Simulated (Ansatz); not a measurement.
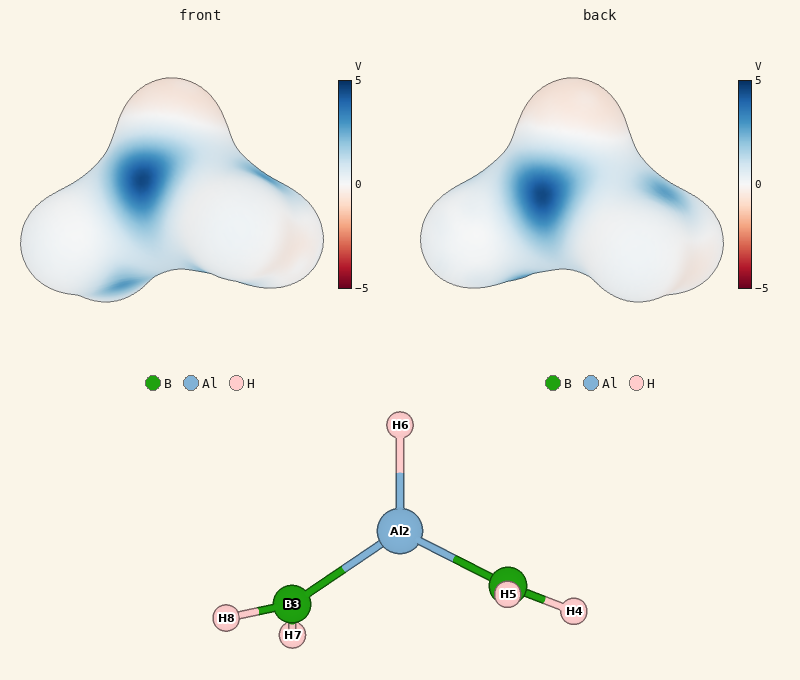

*AlB$_{2}$H$_{5}$. The molecular electrostatic potential painted on the density surface at 0.004 e/bohr³, seen from the front and from behind; the colour scale runs from red (negative) to blue (positive). The bare structure is drawn below in the same view.*

Computed with Ansatz, RKS B3LYP-D4/6-31G.

The calculation's input:

```
crystal:
  periodic: [false, false, false]
  atoms:
    - { symbol: B, position_ang: [-1.22006, 0.86765, -1.22862] }
    - { symbol: Al, position_ang: [0.25405, 0.47943, 0.21858] }
    - { symbol: B, position_ang: [0.97613, -1.32505, 1.01921] }
    - { symbol: H, position_ang: [-1.84345, 0.01895, -1.7678] }
    - { symbol: H, position_ang: [-1.51389, 1.95345, -1.58785] }
    - { symbol: H, position_ang: [0.94475, 1.77559, 0.81159] }
    - { symbol: H, position_ang: [0.5738, -2.38692, 0.6953] }
    - { symbol: H, position_ang: [1.82493, -1.38404, 1.84087] }
basis:
  gaussian: { orbitals: "6-31G" }
hamiltonian:
  xc: b3lyp
  dispersion: d4
relax:
  f_tol: 0.015
  max_steps: 40
output:
  orbitals: {}
```

Command:

```sh
ansatz run input.yaml --threads 1 --pin off --max-ram 2048MiB --backend cpu --events-out ev --progress --plain --runs-dir out
```

The fields are those of the relaxed geometry.

Q: Where is the surface potential most negative and most positive?

A: The most negative region (about −0.6 V) lies over H6, the most positive (about +4.3 V) over Al2.
